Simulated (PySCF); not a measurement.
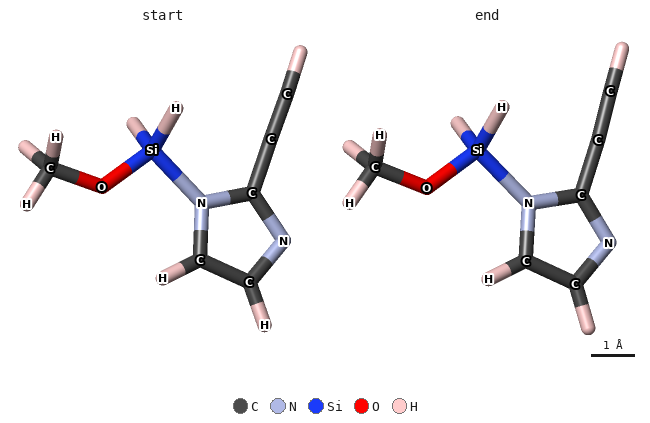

The structure of C₆H₈N₂OSi before (left) and after (right) a relaxation, at one scale.

Style: stick. Shown at a tilt.

The start comes from GFN2-xTB. Its atoms were then displaced at random by about 0.01 Å.

Method: PySCF, PBE0-D3(BJ)/def2-SVP geometry optimisation, gas phase. 

### What changed between the two?

Over 8 geometry steps the energy falls by 0.245 eV. The largest move after the best rigid fit is that of an H atom, 0.11 Å. By element the largest moves are H 0.11 Å, C 0.09 Å, N 0.05 Å, O 0.04 Å, Si 0.02 Å. Some distances before and after: N–Si 1.738 → 1.777 Å, H–Si 1.452 → 1.488 Å, C–N 1.350 → 1.316 Å, C–N 1.348 → 1.381 Å. Bond angles that change, for instance: C–C–N 123.4° → 127.2°, N–C–H 118.8° → 121.7°, C–C–N 123.3° → 120.5°.
